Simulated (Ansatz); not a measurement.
# CH4OSeSi: the cost of one run

Computed with Ansatz 0.2.0, driven from Python. Level of theory: r2SCAN+D3(BJ)/def2-SVP.

### 1 The structure

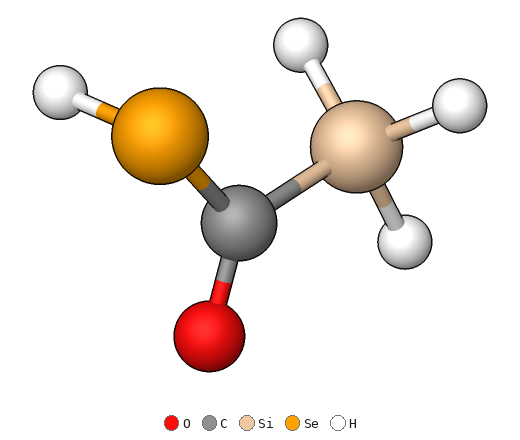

The structure that the script starts from, seen from a chosen angle (oxygen red, carbon grey, silicon light orange, selenium orange, hydrogen white).

The script holds or builds the structure itself.

### 2 The script

opt.py

```python
import itertools
import warnings

import ansatz as az
from ase.data import atomic_numbers, covalent_radii
import numpy as np
import pandas as pd

warnings.simplefilter('ignore', az.DeckWarning)

geometry_ang = [
    ('O', (1.6027, -1.1381, 0.4292)),
    ('C', (0.4071, -0.6793, 0.3391)),
    ('Si', (0.0669, 1.0964, -0.0714)),
    ('Se', (-0.9915, -1.8547, 0.6266)),
    ('H', (-0.6824, 1.1774, -1.3158)),
    ('H', (-0.6519, 1.7325, 1.0414)),
    ('H', (1.4076, 1.7969, -0.2306)),
    ('H', (-1.0664, -2.1881, -0.8743)),
]
geometry = az.Crystal.molecule()
for symbol, xyz in geometry_ang:
    geometry = geometry.atom(symbol, xyz)

calculation = (
    geometry.calculation()
    .basis(gaussian='def2-SVP')
    .functional('r2SCAN', dispersion='d3bj')
)
symbols = [site.symbol for site in geometry.cartesian_sites]
start = np.array([site.position_ang for site in geometry.cartesian_sites], dtype=float)
summary = calculation.relax(force_tolerance=0.02).run(threads=1, backend='cpu').report
end = np.array(summary['positions_ang'])

for key in ('converged', 'free_energy_ev', 'reference_energy_ev', 'n_frozen', 'n_occupied', 'n_virtual'):
    print(f'{key:22s} {summary[key]}')

radius = [covalent_radii[atomic_numbers[s]] for s in symbols]
span = lambda where, i, j: np.linalg.norm(where[i] - where[j])
bonded = [(i, j) for i, j in itertools.combinations(range(len(symbols)), 2) if min(span(start, i, j), span(end, i, j)) < 1.2 * (radius[i] + radius[j])]
print('pair        before    after (A)')
for i, j in bonded:
    print(f'{symbols[i]}{i}-{symbols[j]}{j}'.ljust(10), f'{span(start, i, j):8.4f} {span(end, i, j):8.4f}')

charges = summary['charge_distribution']
table = pd.DataFrame({'atom': symbols, 'mulliken': charges['mulliken_charges_e'], 'lowdin': charges['lowdin_charges_e']})
print(table.round(3).to_string())
print('dipole (e A):', np.round(charges['dipole_moment_e_ang'], 4) + 0.0)
```

### 3 The calls as engine input

The package turns the script's settings into the engine's input:

```yaml
crystal:
  periodic: [false, false, false]
  atoms:
    - { symbol: O, position_ang: [1.6027, -1.1381, 0.4292] }
    - { symbol: C, position_ang: [0.4071, -0.6793, 0.3391] }
    - { symbol: Si, position_ang: [0.0669, 1.0964, -0.0714] }
    - { symbol: Se, position_ang: [-0.9915, -1.8547, 0.6266] }
    - { symbol: H, position_ang: [-0.6824, 1.1774, -1.3158] }
    - { symbol: H, position_ang: [-0.6519, 1.7325, 1.0414] }
    - { symbol: H, position_ang: [1.4076, 1.7969, -0.2306] }
    - { symbol: H, position_ang: [-1.0664, -2.1881, -0.8743] }
basis:
  gaussian:
    orbitals: def2-SVP
hamiltonian:
  xc: r2scan
  dispersion: d3bj
relax:
  f_tol: 0.02
```

### 4 Launch

Started as:

```
$ python opt.py
```

**Question.** How long does this script take on 1 thread of Arm Neoverse V1, shared host, and how much memory does it need?

About 2.4 min, with a peak of 0.28 GiB.
